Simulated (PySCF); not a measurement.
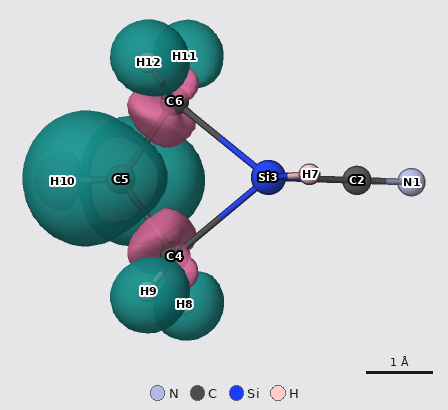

The picture shows: C$_{4}$H$_{6}$NSi (doublet). Isosurfaces of the spin density at +0.015 (teal) and −0.015 e/Å³ (pink), seen across its widest extent.

Geometry: GFN2-xTB.

The calculation used UKS B3LYP, pcH-1 on C H N Si, non-relativistic, mean-field spin-orbit, GIAO in PySCF 2.14.0, density-fitted response routines.

```yaml
atoms:
  - { symbol: N, position_ang: [3.1968, 0.2361, -1.1589] }
  - { symbol: C, position_ang: [2.2806, 0.2105, -0.4717] }
  - { symbol: Si, position_ang: [0.7911, 0.1709, 0.6518] }
  - { symbol: C, position_ang: [-0.4425, -1.2321, 0.2033] }
  - { symbol: C, position_ang: [-1.3483, -0.2041, -0.3865] }
  - { symbol: C, position_ang: [-0.7176, 1.1114, -0.0760] }
  - { symbol: H, position_ang: [1.2587, 0.3912, 2.0189] }
  - { symbol: H, position_ang: [-0.1238, -2.0069, -0.5002] }
  - { symbol: H, position_ang: [-0.8783, -1.7607, 1.0577] }
  - { symbol: H, position_ang: [-2.1643, -0.3805, -1.0609] }
  - { symbol: H, position_ang: [-0.5659, 1.7540, -0.9482] }
  - { symbol: H, position_ang: [-1.2853, 1.7095, 0.6447] }
```

Q: Which atoms carry the spin?

A: The unpaired spin (1 electron) lies mostly on C5 (about 0.7), in electrons by Hirshfeld's partition.
